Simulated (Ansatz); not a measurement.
# wB97X/def2-SVP (core potential) run of CH5FOSn (SMILES C[O][SnH2][F])

What is the vertical singlet–triplet gap of CH5FOSn at wB97X/def2-SVP (core potential)? 

Program for the calculation: Ansatz 0.2.0.

97 further runs of the same task are left out: 97 set aside as unsound or not needed. Runs told in other sessions of the task aren't counted.

## Step 1: Starting point

CH5FOSn has 9 atoms, charge 0, and is taken as a singlet. As SMILES, `C[O][SnH2][F]`. The coordinates come from a PBE0-D4/def2-TZVP relaxation. This is one conformer, not always the lowest.

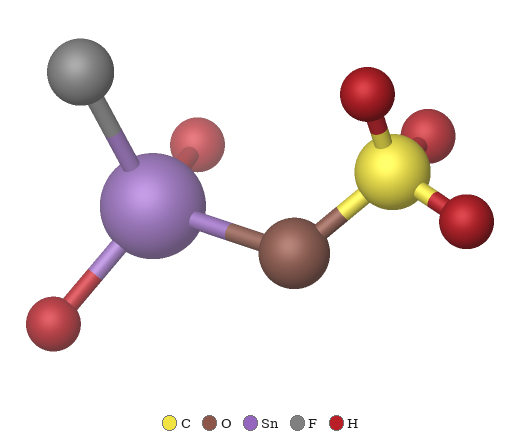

The structure, seen from a chosen angle (carbon yellow, oxygen brown, tin purple, fluorine grey, hydrogen red).

## Step 2: A single-point energy at wB97X/def2-SVP (core potential)

The input, run.yaml:

```yaml
crystal:
  periodic: [false, false, false]
  atoms:
    - {symbol: C, position_ang: [0.518500, 1.372900, 0.070100]}
    - {symbol: O, position_ang: [0.868000, 0.081800, -0.373800]}
    - {symbol: Sn, position_ang: [-0.399500, -1.388400, -0.243800]}
    - {symbol: F, position_ang: [-0.697400, -1.629400, 1.640500]}
    - {symbol: H, position_ang: [1.313300, 2.060500, -0.231100]}
    - {symbol: H, position_ang: [-0.420600, 1.731700, -0.373400]}
    - {symbol: H, position_ang: [0.422100, 1.418200, 1.160900]}
    - {symbol: H, position_ang: [-1.916000, -0.924300, -0.859900]}
    - {symbol: H, position_ang: [0.399900, -2.769100, -0.806400]}
basis:
  gaussian:
    orbitals: def2-SVP
hamiltonian:
  xc: {name: wB97X}
accuracy: high
output: {orbitals: {seedname: orbitals}}
```

Launch:

```sh
$ ansatz run run.yaml --threads 1 --pin off --max-ram 3480MiB --events-out events.jsonl --progress --plain --runs-dir runs
```

What it wrote:

```text
Warning: RAYON_NUM_THREADS=1 ignored (pool sized by the plan → 1); use --threads N
Functional definition: wB97X
  name "wB97X"
  parameter omega = 0.3/bohr
  parameter cx = 0.157706
  parameter cx1 = 0.726479
  parameter cx2 = 1.04760
  parameter cx3 = -5.70635
  parameter cx4 = 13.2794
  parameter css1 = -4.33879
  parameter css2 = 18.2308
  parameter css3 = -31.7430
  parameter css4 = 17.2901
  parameter cos1 = 2.37031
  parameter cos2 = -11.3995
  parameter cos3 = 6.58405
  parameter cos4 = -3.78132
  exchange = spin_sum(e_x_unif_sr(omega)*poly(b97_u_x, 1 - cx, cx1, cx2, cx3, cx4)) + cx*exact_x_sr(omega)
      + exact_x_lr(omega)
  correlation = spin_sum(e_c_pw_same_spin*poly(b97_u_same, 1, css1, css2, css3, css4))
      + integral(e_c_pw_opposite_spin*poly(b97_u_opposite, 1, cos1, cos2, cos3, cos4))
2253 factors; integrals over basis functions are off by at most 3.4e-9 eV
394 factors; integrals over basis functions are off by at most 1.8e-9 eV
mean field evaluation 1: about -11703.7997 eV, gradient 5.2e1 eV
mean field evaluation 2: about -11701.8268 eV, gradient 6.6e1 eV
mean field evaluation 4: about -11709.0193 eV, gradient 1.7e0 eV
mean field evaluation 8: about -11709.1280 eV, gradient 1.3e-1 eV
mean field evaluation 16: about -11709.1280 eV, gradient 2.6e-5 eV
mean field -11709.12801116 eV, -430.3025176780 hartree, gradient 9.7e-8 eV, S^2 0.000000; 0 other end points of the search recorded, 0 dependent functions left out
reference -11709.12800762 eV, -430.3025175480 hartree; 25, 25 occupied and 68, 68 virtual orbitals, 2253 factors
Total energy: -11709.12800762 eV, -430.3025175480 hartree
```

Run time: 30 s. Hardware: 1 thread of Arm Neoverse V2, shared host; peak memory 0.59 GiB.

## Step 3: The triplet

The input, molecule.yaml:

```yaml
crystal:
  periodic: [false, false, false]
  atoms:
    - {symbol: C, position_ang: [0.518500, 1.372900, 0.070100]}
    - {symbol: O, position_ang: [0.868000, 0.081800, -0.373800]}
    - {symbol: Sn, position_ang: [-0.399500, -1.388400, -0.243800]}
    - {symbol: F, position_ang: [-0.697400, -1.629400, 1.640500]}
    - {symbol: H, position_ang: [1.313300, 2.060500, -0.231100]}
    - {symbol: H, position_ang: [-0.420600, 1.731700, -0.373400]}
    - {symbol: H, position_ang: [0.422100, 1.418200, 1.160900]}
    - {symbol: H, position_ang: [-1.916000, -0.924300, -0.859900]}
    - {symbol: H, position_ang: [0.399900, -2.769100, -0.806400]}
basis:
  gaussian:
    orbitals: def2-SVP
magnetization:
  spin_polarized: true
  initial_magnetization: 2
hamiltonian:
  xc: {name: wB97X}
accuracy: high
output: {orbitals: {seedname: orbitals}}
```

Launch:

```sh
$ ansatz run molecule.yaml --threads 1 --pin off --max-ram 3480MiB --events-out events.jsonl --progress --plain --runs-dir runs
```

What it wrote, cut to the lines that bear on the results:

```text
Warning: RAYON_NUM_THREADS=1 ignored (pool sized by the plan → 1); use --threads N
Functional definition: wB97X
  name "wB97X"
[...]
      + exact_x_lr(omega)
[...]
      + integral(e_c_pw_opposite_spin*poly(b97_u_opposite, 1, cos1, cos2, cos3, cos4))
2253 factors; integrals over basis functions are off by at most 3.4e-9 eV
394 factors; integrals over basis functions are off by at most 1.8e-9 eV
[...]
mean field -11702.88826423 eV, -430.0732112078 hartree, gradient 8.3e-8 eV, S^2 2.007114; 4 other end points of the search recorded, 0 dependent functions left out
reference -11702.88826159 eV, -430.0732111108 hartree; 26, 24 occupied and 67, 69 virtual orbitals, 2253 factors
Total energy: -11702.88826159 eV, -430.0732111108 hartree
```

Wall time 2.8 min (1 thread of Arm Neoverse V2, shared host); peak memory 1 GiB.

## Step 4: Results

Level: wB97X/def2-SVP (core potential).

| quantity | value |
| --- | --- |
| singlet: total energy | -430.30252 Eh |
| singlet: HOMO energy | -10.31 eV |
| singlet: LUMO energy | 2.00 eV |
| singlet: HOMO–LUMO gap | 12.31 eV |
| triplet: total energy | -430.07321 Eh |
| triplet: HOMO energy (highest over α and β) | -4.03 eV |
| triplet: LUMO energy (lowest over α and β) | -3.92 eV |
| triplet: ⟨S²⟩ | 2.007 |
| vertical energy of the triplet above the singlet | 6.240 eV |

At this shape the triplet lies 6.24 eV (144 kcal/mol) above the singlet.
